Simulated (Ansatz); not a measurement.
## Tl2S (model cell, started as cuprite): a soft mode frozen in

Which phase does Tl2S (model cell, started as cuprite) fall into along its unstable mode, and how much energy does it gain?

Calculated with Ansatz 0.2.0; DFT PBEsol, scalar-relativistic, plane waves, PAW.

The structure was built from a prototype and need not be the compound's stable phase.

### 1. Starting point

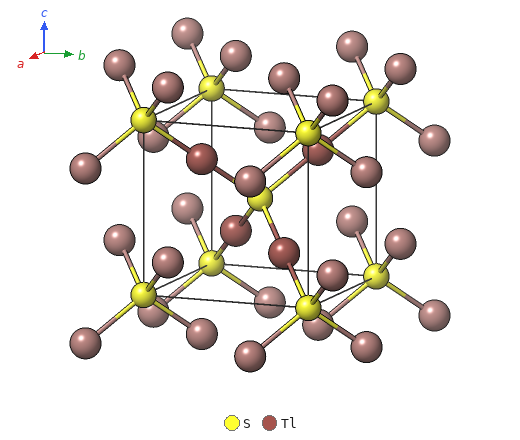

Start, viewed slightly off an axis; sulfur yellow, thallium brown. Some periodic images of atoms are drawn too.

Coordinates:

```cif
data_structure
_symmetry_space_group_name_H-M 'P 1'
_symmetry_Int_Tables_number 1
_cell_length_a 6.6368
_cell_length_b 6.6368
_cell_length_c 6.6368
_cell_angle_alpha 90.000
_cell_angle_beta 90.000
_cell_angle_gamma 90.000
_cell_volume 292.34
loop_
_atom_site_label
_atom_site_type_symbol
_atom_site_fract_x
_atom_site_fract_y
_atom_site_fract_z
_atom_site_occupancy
S1 S 0.00000 0.00000 0.00000 1
S2 S 0.50000 0.50000 0.50000 1
Tl3 Tl 0.25000 0.25000 0.25000 1
Tl4 Tl 0.75000 0.75000 0.25000 1
Tl5 Tl 0.75000 0.25000 0.75000 1
Tl6 Tl 0.25000 0.75000 0.75000 1
```

### 2. Phonons on a q mesh

The cell comes from relaxations at this level that are not shown. Stability and thermal properties need the whole zone. Linear response on a 2×2×2 q mesh gives force constants as far as a supercell of that size would.

File input.yaml:

```yaml
crystal:
  lattice:
    - [6.6368285313, 0.0, 0.0]
    - [0.0, 6.6368285313, 0.0]
    - [0.0, 0.0, 6.6368285313]
  atoms:
    - { symbol: S, position: [0.0, 0.0, 0.0] }
    - { symbol: S, position: [0.5, 0.5, 0.5] }
    - { symbol: Tl, position: [0.25, 0.25, 0.25] }
    - { symbol: Tl, position: [0.75, 0.75, 0.25] }
    - { symbol: Tl, position: [0.75, 0.25, 0.75] }
    - { symbol: Tl, position: [0.25, 0.75, 0.75] }
kpoints:
  mp_grid: { grid: [6, 6, 6] }
hamiltonian:
  xc: pbesol
scf:
  occupations: { method: methfessel_paxton, width: 0.2 }
output:
  eigenvalues: true
phonons:
  method: dfpt
  qmesh: [2, 2, 2]
  temperatures: { t_max: 1000, t_step: 50 }
  qpath:
    path:
      - [[0.0, 0.0, 0.0], [0.0, 0.5, 0.0], [0.5, 0.5, 0.0], [0.0, 0.0, 0.0], [0.5, 0.5, 0.5], [0.0, 0.5, 0.0]]
      - [[0.5, 0.5, 0.5], [0.5, 0.5, 0.0]]
    npoints: 10
```

On the command line:

```
ansatz run input.yaml --threads 8 --pin off --max-ram 14336MiB --backend cpu --events-out ev --progress --plain --runs-dir out
```

Numbers of over 12 decimals in the logs are rounded to 6 here.

Output:

```text
Warning: phonons: the dynamical matrix that this run interpolates holds no multipole term above the dipole-dipole one, and a site of this crystal is no centre of inversion, so its interpolated transverse optical and acoustic branches and sound speeds can stay off near Gamma, and the density of states and the thermodynamics with them. What a run solves at a wave vector of phonons.qpoints, Gamma apart, where the deck admits one, is free of this, and under fd what a larger phonons.supercell samples
Engine: ansatz 0.2.0, aarch64-unknown-linux-gnu
Pseudopotentials: kind: paw
Pseudopotential: S, paw, valence charge 6, recommended cutoff 420 eV (normal), S.paw.azcp
Pseudopotential: Tl, paw, valence charge 13, recommended cutoff 420 eV (normal), Tl.paw.azcp
Functional definition: PBEsol
  exchange = pbesol_x
  correlation = pbesol_c
Crystal: 6 atoms, lattice volume = 292.336 Å³
Basis set: ecut = 420 eV, 5695 PW (Γ), exchange–correlation on 96×96×96 points (8 copies of the dense FFT grid, shifted against one another)
Bands: 39, of which v1, the nominal top of the filled ones, is band 32 counted from 1 (31 counted from 0)
Symmetry: 48 space group operations
k-points: 20 of 216
Non-local potential: S, projectors of the file, l = 0: 2, l = 1: 2, l = 2: 2
Non-local potential: Tl, projectors of the file, l = 0: 2, l = 1: 2, l = 2: 2, l = 3: 1
PAW form: soft (Blöchl's): semilocal exchange-correlation on the pseudo side does not see the compensation charge
PAW frozen core: S, regenerated for the run's functional, and the local potential with it (the file was generated under x = pbe(κ = 0.804, μ = 0.219515), c = pbe(β = 0.066725))
PAW frozen core: Tl, regenerated for the run's functional, and the local potential with it (the file was generated under x = pbe(κ = 0.804, μ = 0.219515), c = pbe(β = 0.066725))
PAW one-centre angular grid: S, 110 points (default); XC on 64 Gauss nodes
PAW one-centre angular grid: Tl, 590 points (default); XC on 64 Gauss nodes
Initial density: superposition of atomic densities (neutral atoms: chi_scale 0, normalization atom), corrected by the library's trained network
Initial wavefunctions: pseudopotential atomic-orbital guess
Functional: x = pbesol(κ = 0.804, μ = 0.123457), c = pbesol(β = 0.046)
SCF iter   1: F=—  HF=-46950.588735 eV  |F-HF|=—  |Δ(HF+E_count)|=         —  Δρ=2.81e-3  dr2=4.33e-2  ethr=1.77e-3  ⟨swp⟩=6.2  Hψ=2939  notcnv=0
preconditioner: auto → LDOS  [metal: Δε(μ)=0.003 eV  Ē_g=10.626 eV  σ=0.200 eV  W_gap=0.01  n_scr=56 (ndim 8)  ℏωp=17.4 eV  f_vac=0.166  D(μ)=2.13/eV (n_scr^D=6)  β→1.0]
SCF iter   2: F=—  HF=-46950.612894 eV  |F-HF|=—  |Δ(HF+E_count)|=   2.42e-2  S|Δr|=    0.00e0  Δρ=9.04e-4  dr2=4.50e-3  ethr=6.76e-5  ⟨swp⟩=2.2  Hψ=1415  notcnv=0
SCF iter   3: F=—  HF=-46950.613230 eV  |F-HF|=—  |Δ(HF+E_count)|=   3.36e-4  S|Δr|=    0.00e0  Δρ=3.24e-4  dr2=7.61e-4  ethr=7.03e-6  ⟨swp⟩=2.4  Hψ=1391  notcnv=0
SCF iter   4: F=—  HF=-46950.613273 eV  |F-HF|=—  |Δ(HF+E_count)|=   4.26e-5  S|Δr|=    0.00e0  Δρ=1.40e-4  dr2=1.08e-4  ethr=1.19e-6  ⟨swp⟩=2.0  Hψ=883  notcnv=0
SCF iter   5: F=—  HF=-46950.613275 eV  |F-HF|=—  |Δ(HF+E_count)|=   1.83e-6  S|Δr|=    0.00e0  Δρ=3.01e-5  dr2=7.43e-6  ethr=1.69e-7  ⟨swp⟩=2.0  Hψ=929  notcnv=0
SCF iter   6: F=—  HF=-46950.613280 eV  |F-HF|=—  |Δ(HF+E_count)|=   5.47e-6  S|Δr|=    0.00e0  Δρ=5.96e-6  dr2=1.91e-7  ethr=1.16e-8  ⟨swp⟩=2.0  Hψ=951  notcnv=0
SCF iter   7: F=—  HF=-46950.613227 eV  |F-HF|=—  |Δ(HF+E_count)|=   5.28e-5  S|Δr|=    0.00e0  Δρ=7.28e-7  dr2=3.25e-9  ethr=2.98e-10  ⟨swp⟩=3.0  Hψ=1425  notcnv=0
SCF iter   8: F=—  HF=-46950.613227 eV  |F-HF|=—  |Δ(HF+E_count)|=   2.84e-9  S|Δr|=    0.00e0  Δρ=2.06e-7  dr2=1.41e-10  ethr=5.07e-12  ⟨swp⟩=2.0  Hψ=1400  notcnv=0
SCF iter   9: F=-46950.613227 eV  HF=-46950.613227 eV  |F-HF|=2.91e-11  |Δ(HF+E_count)|=  6.55e-11  S|Δr|=    0.00e0  Δρ=2.51e-8  dr2=1.43e-12  ethr=1.00e-12  ⟨swp⟩=10.8  Hψ=3943  notcnv=0
SCF 1 converged in 9 iterations: F = -46950.613227 eV  dr2 = 1.43e-12
  greatest PAW one-centre occupation: 0.966 electrons in one spin orbital (limit 2), on the Tl atom at site 4 (counted from 0), in its partial waves of l = 2
Initial density: read from a saved state, or passed on in memory by an earlier SCF of this step, an earlier step, the calling program or the single point that the run made first
iter 1 solved again at ethr=2.74e-8 eV; its pass at ethr=3.10e-3 eV (dr2=1.75e-5 eV) is discarded
SCF iter   1: F=—  HF=-46950.613276 eV  |F-HF|=—  |Δ(HF+E_count)|=         —  Δρ=2.58e-7  dr2=1.56e-10  ethr=2.74e-8  ⟨swp⟩=3.7  Hψ=5425  notcnv=0
eigensolver tolerance schedule: the retry pair's looser diagonalisation over-reported the residual by 112447.07 of it (diagonalisation noise at 142.36 of the residual, at the tolerance the schedule requests for it); recorded, not acted on — ethr = c·dr2/N_el stays at c = 1.0e-1
preconditioner: auto → LDOS  [metal: Δε(μ)=0.026 eV  Ē_g=10.634 eV  σ=0.200 eV  W_gap=0.11  n_scr=56 (ndim 8)  ℏωp=17.4 eV  f_vac=0.221  D(μ)=2.09/eV (n_scr^D=6)  β→1.0]
SCF iter   2: F=—  HF=-46950.613227 eV  |F-HF|=—  |Δ(HF+E_count)|=   4.90e-5  S|Δr|=    0.00e0  Δρ=2.87e-7  dr2=1.97e-10  ethr=1.00e-12  ⟨swp⟩=3.1  Hψ=2075  notcnv=0
SCF iter   3: F=—  HF=-46950.613227 eV  |F-HF|=—  |Δ(HF+E_count)|=  8.00e-11  S|Δr|=    0.00e0  Δρ=1.36e-7  dr2=4.27e-11  ethr=1.00e-12  ⟨swp⟩=1.0  Hψ=780  notcnv=0
SCF iter   4: F=—  HF=-46950.613227 eV  |F-HF|=—  |Δ(HF+E_count)|=  1.46e-11  S|Δr|=    0.00e0  Δρ=9.34e-8  dr2=2.03e-11  ethr=1.00e-12  ⟨swp⟩=1.0  Hψ=780  notcnv=0
SCF iter   5: F=-46950.613227 eV  HF=-46950.613227 eV  |F-HF|=0.00e0  |Δ(HF+E_count)|=    0.00e0  S|Δr|=    0.00e0  Δρ=2.71e-8  dr2=2.04e-12  ethr=1.00e-12  ⟨swp⟩=1.6  Hψ=1726  notcnv=0
SCF 2 converged in 5 iterations: F = -46950.613227 eV  dr2 = 2.04e-12
phonons: the bands overlap, so this run is a metal and interpolates without the dipole-dipole term. If the crystal is really an insulator or semiconductor, its LO-TO splitting is missing
NSCF: frozen V_eff on 20 k-points
NSCF: frozen V_eff on 68 k-points
DFPT response loops at q = (0, 0, 0) (fractional): preconditioner auto → none (partly filled bands, converged f_vac=0.221); β = 0.50; Broyden in place of MSR1
NSCF: frozen V_eff on 224 k-points
DFPT response loops at q = (0, 0, -0.5) (fractional): mixed as the last ones told, above
NSCF: frozen V_eff on 224 k-points
DFPT response loops at q = (0, -0.5, -0.5) (fractional): mixed as the last ones told, above
NSCF: frozen V_eff on 136 k-points
DFPT response loops at q = (-0.5, -0.5, -0.5) (fractional): mixed as the last ones told, above
SCF converged after 9 iterations
Stability not checked: this state was not tested for a lower state beside it, because cold or Methfessel-Paxton smearing, or corrected tetrahedra, fill the levels in a way that the test cannot read (fill_not_monotonic; see scf.lower_state_search)
Free energy (F): -46950.613227 eV
Harris-Foulkes:  -46950.613227 eV  (|F-HF|=2.91e-11)
Internal energy: -46950.640687 eV  (E = F + TS)
E sigma→0 (E₀):  -46950.620092 eV
Entropy (-TS):   0.027460 eV (4.577 meV/atom)
Fermi energy:    3.013351 eV
Step filling:    the computed levels leave a gap of 0.0000 eV = 0.0 smearing widths at the electron count; against every level under it full and every level over it empty, smearing changes F+E_penalty+E_count by +10.211 meV and its σ→0 estimate by +3.346 meV
--- Per-component energies (eV) ---
  E_band       = -360.973592
  E_kinetic    = 1536.953783
  E_local      = -5739.376165  (includes V_loc(G=0)·N_el)
  E_nonlocal   = 1337.057031
  E_hartree    = 2167.692925
  E_xc         = -1103.921849
  E_vxc        = -737.452712  (∫ρ·V_xc dr)
  E_paw        = -41231.360589  (= ΣΔE_a)
  E_vpaw       = -1093.541555  (= ΣTr[D̂ρ^β])
  E_aug_tail   = 0.000135  (compensation charges beyond the density's cutoff)
  E_ewald      = -3917.962918
  E_core_change = 0.276959  (= ΣΔE_core)
  E_smearing   = 0.027460  (= −TS)
  E_closure    = 0.000000  (closes the sum)
  Σ components = -46950.613227   (vs F -46950.613227, Δ=0.00e0)
--- Band table (eV; the first three rows and the last of 20) ---
  k-point 0: bands = [... 28 lower, 0.6679, 2.9893, 2.9893, 3.0154, 3.0154, 3.0154, 5.3800, 5.3800, ... 3 higher]
  k-point 1: bands = [... 28 lower, 0.8512, 2.8161, 2.9465, 2.9465, 3.0879, 3.2175, 5.0637, 5.4111, ... 3 higher]
  k-point 2: bands = [... 28 lower, 1.3077, 2.4212, 2.8283, 2.8283, 3.3787, 3.6938, 4.4435, 5.2376, ... 3 higher]
  k-point 19: bands = [... 28 lower, 0.3466, 3.0208, 3.0208, 3.0208, 3.7460, 3.7460, 3.7460, 5.6985, ... 3 higher]
--- Phonons (Γ-DFPT): 2 representative perturbations + reference (Σ response iterations 6) ---
  ASR residual: 2.306e-5 → 0.000e0 eV/Å²; symmetrization residual: 3.442e-6 eV/Å²
  ASR residual per site (eV/Å²): 2.31e-5 2.31e-5 2.05e-5 2.05e-5 2.05e-5 2.05e-5
  Γ frequencies (cm⁻¹): -147.16 -147.16 -147.16 -44.43 -44.43 -44.43 -28.69 -28.69 0.00 0.00 0.00 14.36 14.36 14.36 82.34 82.34 82.34 82.66
--- Phonons (arbitrary-q DFPT): 4 irreducible q on the 2×2×2 mesh ---
  q = [0.0000, 0.0000, 0.0000] (star 1, of the zone-centre solve; hermiticity 4.35e-6, symmetrization 1.53e-12): -147.16 -147.16 -147.16 -44.43 -44.43 -44.43 -28.69 -28.69 -0.00 -0.00 0.00 14.36 14.36 14.36 82.34 82.34 82.34 82.66
  q = [0.0000, 0.0000, -0.5000] (star 3, 4 solved perturbations in 284 linear systems a pass and spin channel, the states on 112 of 216 k-point pairs; hermiticity 1.44e-5, symmetrization 1.76e-11): -75.32 -75.32 -43.52 -43.52 -35.75 -35.75 -25.46 -25.46 -24.98 -24.98 16.51 16.51 56.36 56.36 97.21 97.21 127.04 127.04
  q = [0.0000, -0.5000, -0.5000] (star 3, 4 solved perturbations in 284 linear systems a pass and spin channel, the states on 112 of 216 k-point pairs; hermiticity 1.43e-5, symmetrization 3.43e-12): -86.38 -86.38 -42.43 -42.43 -42.03 -42.03 -30.73 -30.73 -30.31 -30.31 13.01 13.01 58.68 58.68 76.31 76.31 133.08 133.08
  q = [-0.5000, -0.5000, -0.5000] (star 1, 2 solved perturbations in 108 linear systems a pass and spin channel, the states on 68 of 216 k-point pairs; hermiticity 5.94e-6, symmetrization 1.28e-11): -129.51 -129.51 -129.51 -40.93 -40.93 -40.93 -20.47 -20.47 -18.70 -18.70 -18.70 17.89 17.89 17.89 87.68 117.15 117.15 117.15
  sum rule: each row above includes the acoustic sum rule's correction from the zone centre's row sums; it moved no ω² by more than (0.44 cm⁻¹)²
  mesh force constants: q→R imaginary residual 3.11e-17; ASR residual 2.306e-5 → 0.000e0 eV/Å²; symmetrization residual 8.882e-16 eV/Å²
  interpolated dispersion: 62 rows × 18 modes
  density of states and harmonic sums: on the 10×10×10 q-mesh, interpolated from the force constants of a 2×2×2 supercell (no non-analytic term)
  largest difference from the sums on the solved wave vectors: F 9.09e-2 eV, S 1.07e-4 and C_V 2.05e-5 eV/K
  zero-point energy: 0.033140 eV/cell   skipped modes (ω ≤ 0): 567, of them read as no rigid motion or as one in doubt: 564 (1.006e1 modes/cell left out, lowest -147.16 cm⁻¹)   left out of the sums: 5.59e-1 of the cell's modes: C_V's classical limit lies that fraction below 3 k_B per atom; for a crystal, a wire or a layer, F and S can be off by more, and a phonons.interpolated_qmesh denser along its periods is the remedy for the sampling
```

The job ended after 4.4 min (8 threads of Arm Neoverse N1, shared host; peak memory 3.3 GiB).

The column dr2 measures how far the density is from self-consistency, as an energy; F and HF (Harris–Foulkes) agree once it is small.

Numbers from this step:

- volume per atom: 48.72 Å³
- gap on the k-mesh: 0 eV
- sum-rule residual before enforcement: 2.31e-5 eV/Å²
- lowest frequency on the path: -147.2 cm⁻¹
- point group: m-3m
- highest frequency on the path or at a solved wavevector: 134.1 cm⁻¹
- highest optical mode at the zone centre (no LO-TO term): 82.66 cm⁻¹
- lowest optical zone-centre mode: -147.2 cm⁻¹
- lowest mode on the q mesh (acoustic modes at Γ apart): -147.2 cm⁻¹

Frequencies (cm⁻¹) solved at each irreducible wavevector; negative means imaginary. Frequencies by wavevector, by row:

| q in reciprocal lattice units | star | mode 1 | mode 2 | mode 3 | mode 4 | mode 16 | mode 17 | mode 18 |
| --- | --- | --- | --- | --- | --- | --- | --- | --- |
| 0 0 0 | 1 | -147.2 | -147.2 | -147.2 | -44.4 | 82.3 | 82.3 | 82.7 |
| 0 0 -0.5 | 3 | -75.3 | -75.3 | -43.5 | -43.5 | 97.2 | 127 | 127 |
| 0 -0.5 -0.5 | 3 | -86.4 | -86.4 | -42.4 | -42.4 | 76.3 | 133.1 | 133.1 |
| -0.5 -0.5 -0.5 | 1 | -129.5 | -129.5 | -129.5 | -40.9 | 117.2 | 117.2 | 117.2 |

Interpolated from a 2×2×2 q mesh. The phonon branches at the labelled points (cm⁻¹):

```
    point  branch 1  branch 2  branch 3  branch 4  branch 15  branch 16  branch 17  branch 18
        Γ      -147      -147      -147       -44         82         82         82         83
        X       -75       -75       -44       -44         97         97        127        127
        M       -86       -86       -42       -42         76         76        133        133
        Γ      -147      -147      -147       -44         82         82         82         83
        R      -130      -130      -130       -41         88        117        117        117
        X       -75       -75       -44       -44         97         97        127        127
jump to R      -130      -130      -130       -41         88        117        117        117
        M       -86       -86       -42       -42         76         76        133        133
```

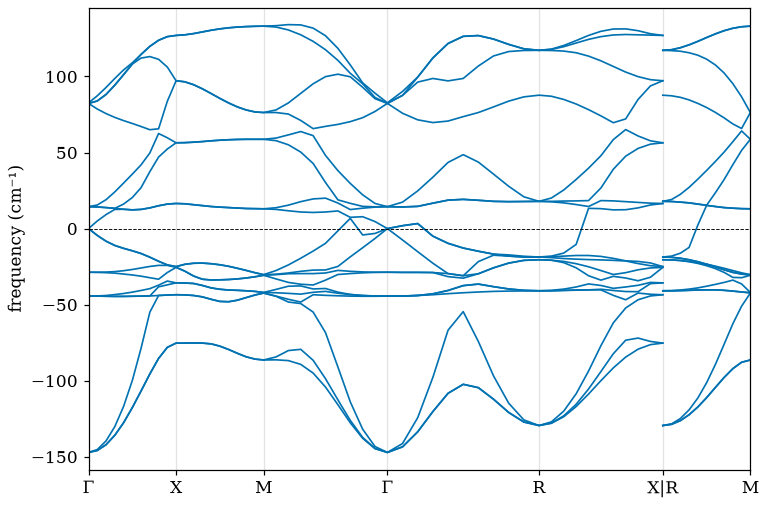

Phonon branches along the path.

Symmetry leaves 4 wavevectors to solve. The lowest mode among them, the acoustic zeros apart, lies at Γ and is imaginary, 147.2i cm⁻¹, so the energy falls along it.

### 3. The mode frozen in, largest atomic shift 0 Å

The mode followed lies at Γ with frequency 147.2i cm⁻¹ and is 3-fold degenerate, the softest among the wavevectors solved. At small amplitude the distorted cell has space group no. 39 by a symmetry search on the positions. The undistorted cell that holds it gives the zero of energy on the same k mesh.

input.yaml, the sections that differ from step 2:

```yaml
output:
  forces: true
  stress: true
  eigenvalues: true
# crystal, kpoints, hamiltonian, scf: as in step 2
# phonons: removed
```

Output:

```text
[...]
Crystal: 6 atoms, lattice volume = 292.336 Å³
Basis set: ecut = 420 eV, 5695 PW (Γ), exchange–correlation on 90×90×90 points (8 copies of the dense FFT grid, shifted against one another)
Bands: 39, of which v1, the nominal top of the filled ones, is band 32 counted from 1 (31 counted from 0)
Symmetry: 48 space group operations
[...]
k-points: 20 of 216
[...]
k-point 0: bands = [... 28 lower, 0.6679, 2.9893, 2.9893, 3.0154, 3.0154, 3.0154, 5.3800, 5.3800, ... 3 higher]
  k-point 1: bands = [... 28 lower, 0.8511, 2.8160, 2.9465, 2.9465, 3.0879, 3.2174, 5.0637, 5.4111, ... 3 higher]
  k-point 2: bands = [... 28 lower, 1.3076, 2.4212, 2.8283, 2.8283, 3.3787, 3.6938, 4.4435, 5.2376, ... 3 higher]
  k-point 19: bands = [... 28 lower, 0.3465, 3.0208, 3.0208, 3.0208, 3.7460, 3.7460, 3.7460, 5.6984, ... 3 higher]
[key lines of the parts left out:]
SCF converged after 7 iterations
Free energy (F): -46950.613227 eV
Fermi energy:    3.013325 eV
P = ⅓ Tr σ = -0.0048 GPa (-0.048 kbar)
```

Run time: 2.9 s. Hardware: 8 threads; peak memory 0.93 GiB; 21 s of CPU time.

This step gave:

```
pressure                         : -0.004849 GPa
energy from the undistorted cell : 0 meV/atom
```

The run ends at a pressure of 0.00 GPa.

### 4. The mode frozen in, largest atomic shift 0.45 Å

The atoms are moved along the unstable eigenvector, the largest shift by 0.45 Å, with the cell fixed.

input.yaml, the sections that differ from step 3:

```yaml
crystal:
  lattice:
    - [6.6368285313, 0.0, 0.0]
    - [0.0, 6.6368285313, 0.0]
    - [0.0, 0.0, 6.6368285313]
  atoms:
    - { symbol: S, position: [-0.047944293, 0.0, -0.047944293] }
    - { symbol: S, position: [0.452055707, 0.5, 0.452055707] }
    - { symbol: Tl, position: [0.2535745245, 0.2496282836, 0.2535745245] }
    - { symbol: Tl, position: [0.7539462409, 0.75, 0.2539462409] }
    - { symbol: Tl, position: [0.7535745245, 0.2503717164, 0.7535745245] }
    - { symbol: Tl, position: [0.2539462409, 0.75, 0.7539462409] }
# kpoints, hamiltonian, scf, output: as in step 3
```

Output:

```text
[...]
Crystal: 6 atoms, lattice volume = 292.336 Å³
Basis set: ecut = 420 eV, 5695 PW (Γ), exchange–correlation on 90×90×90 points (8 copies of the dense FFT grid, shifted against one another)
Bands: 39, of which v1, the nominal top of the filled ones, is band 32 counted from 1 (31 counted from 0)
Symmetry: 4 space group operations
[...]
k-points: 52 of 216 (time reversal used)
[...]
k-point 0: bands = [... 28 lower, 0.8905, 2.0955, 2.4639, 2.7943, 3.3769, 3.7315, 5.3257, 5.3269, ... 3 higher]
  k-point 1: bands = [... 28 lower, 0.9841, 2.0869, 2.4992, 2.7317, 3.3974, 3.7606, 5.0238, 5.3422, ... 3 higher]
  k-point 2: bands = [... 28 lower, 1.2826, 1.9705, 2.5356, 2.6205, 3.5578, 3.9780, 4.4414, 5.1892, ... 3 higher]
  k-point 51: bands = [... 28 lower, 0.5433, 2.5882, 2.6848, 2.7071, 3.8310, 3.8866, 3.9709, 5.6484, ... 3 higher]
[key lines of the parts left out:]
SCF converged after 8 iterations
Free energy (F): -46950.777740 eV
Fermi energy:    3.183504 eV
P = ⅓ Tr σ = 0.4899 GPa (4.899 kbar)
```

The job ended after 10 s (8 threads; peak memory 0.99 GiB; 78 s of CPU time).

This step gave:

```
pressure                         : 0.4899 GPa
gap on the k-mesh                : 0.5288 eV
energy from the undistorted cell : -26.54 meV/atom
```

The energy, extrapolated to zero smearing, is -26.54 meV/atom against the undistorted cell.

The run ends at a pressure of 0.49 GPa, with forces up to 0.80 eV/Å.

[end of part 1 of 3]

[Logs are printed without paths, hosts, clocks, repeated set-up lines and the standing remarks that a program may print on its own settings, such as how far it seeks lower states.]

[Hosts, paths, dates, database ids (printed as entryN), source tags and the programs' standing remarks are cut or masked in the printed files.]
